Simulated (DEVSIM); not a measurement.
System: Si n+/n-/n+ resistor, at 300 K.

| layer (left to right) | material | thickness (μm) | Nd (cm⁻³) | τn (s) | τp (s) |
|---|---|---|---|---|---|
| 1 | Si | 0.200 | 3.7e17 | 3.8e-7 | 3.8e-7 |
| 2 | Si | 1.30 | 2.1e15 | 3.8e-7 | 3.8e-7 |
| 3 | Si | 0.590 | 3.1e18 | 3.8e-7 | 1.1e-8 |

Left contact: ohmic. Right contact: ohmic. Voltage is applied to the left contact. Recombination: SRH at mid-gap. Mobility is μmin + (μ − μmin)/(1 + (N/Nref)^α).

This is a model device: material constants are rounded textbook-type values typed into the input, and sizes, dopings and lifetimes were drawn at random. Values at 300 K.

```
parameter           Si
-------------  -------
gap (eV)         1.124
affinity (eV)     4.05
permittivity      11.7
Nc (cm⁻³)      2.86e19
Nv (cm⁻³)       3.1e19
μn (cm²/Vs)       1417
μp (cm²/Vs)        470
μn,min              52
μp,min              45
Nref,n          9.7e16
Nref,p          2.2e17
αn                0.68
αp                0.72
```

Simulated with DEVSIM: 1D drift-diffusion, Boltzmann statistics, complete ionisation; no tunnelling, impact ionisation, image-force lowering or self-heating.

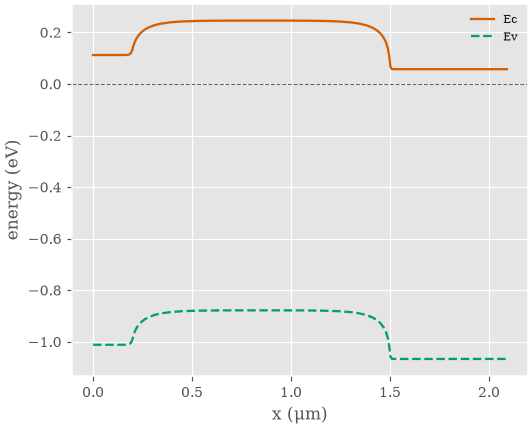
*Band edges at zero bias*

Energies count from the Fermi level of the right contact; mesh points crowd at the junctions.

```
x (μm)   Ec (eV)  Ev (eV)  n (cm⁻³)  p (cm⁻³)  field (V/cm)
-------  -------  -------  --------  --------  ------------
0.000      0.112   -1.012    3.7e17       310           ≈ 0
0.02199    0.112   -1.012    3.7e17       310           ≈ 0
0.05910    0.112   -1.012    3.7e17       310           ≈ 0
0.1188     0.112   -1.012    3.7e17       310           ≈ 0
0.1762     0.113   -1.011    3.6e17       320          1300
0.1989     0.134   -0.990    1.6e17       730         29000
0.2200     0.178   -0.946    2.9e16      4000         13000
0.2861     0.221   -0.903    5.5e15     21000          3300
0.3916     0.239   -0.885    2.7e15     43000           790
0.5973     0.245   -0.879    2.2e15     54000            73
0.9917     0.246   -0.878    2.1e15     55000           -23
1.309      0.238   -0.886    2.8e15     41000          -910
1.414      0.217   -0.907    6.4e15     18000         -3900
1.468      0.179   -0.945    2.8e16      4200        -13000
1.502      0.067   -1.057    2.1e18     < 1e2        -40000
1.527      0.057   -1.067    3.1e18     < 1e2           ≈ 0
1.575      0.057   -1.067    3.1e18     < 1e2           ≈ 0
1.672      0.057   -1.067    3.1e18     < 1e2           ≈ 0
1.895      0.057   -1.067    3.1e18     < 1e2           ≈ 0
1.999      0.057   -1.067    3.1e18     < 1e2           ≈ 0
2.054      0.057   -1.067    3.1e18     < 1e2           ≈ 0
2.090      0.057   -1.067    3.1e18     < 1e2           ≈ 0
```
